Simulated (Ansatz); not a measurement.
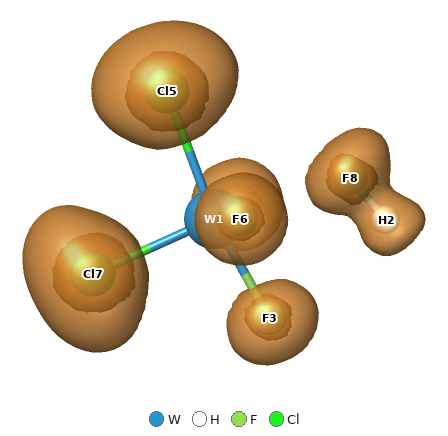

Cl$_{2}$F$_{3}$W···HF (doublet). Isosurface of the ELF at 0.75 (orange), seen at a tilt. Only the valence region is drawn (cores and ρ < 0.01 e/Å³ removed).

Core potentials replace the inner electrons of W.

Level of theory: UKS PBE/def2-SVP in Ansatz.

```xyz
8

W    -0.1695    0.0011   -0.1629
H     0.7535    0.0032    2.5997
F     1.7231   -0.0004    0.2055
F    -0.1540    1.8083    0.2682
Cl   -2.4935   -0.0017   -0.2490
F    -0.1563   -1.8064    0.2680
Cl    0.0742   -0.0004   -2.4113
F    -0.1175   -0.0035    2.2518
```

Where are the electrons localised?

Answer. The ELF exceeds this value in two regions wrapped around Cl (the valence shell of each), three regions wrapped around F (the valence shell of each) and one joined region spread over several atoms (F, H), in which their bonds and any lone pairs are merged. Profiles from the grid: W1···F8 (2.42 Å): the ELF dips to about 0.05 between them. W–F (1.86 Å): the ELF peaks at about 0.85 in the valence shell of F, 0.5 Å from its nucleus, and drops to about 0.25 between the two atoms.
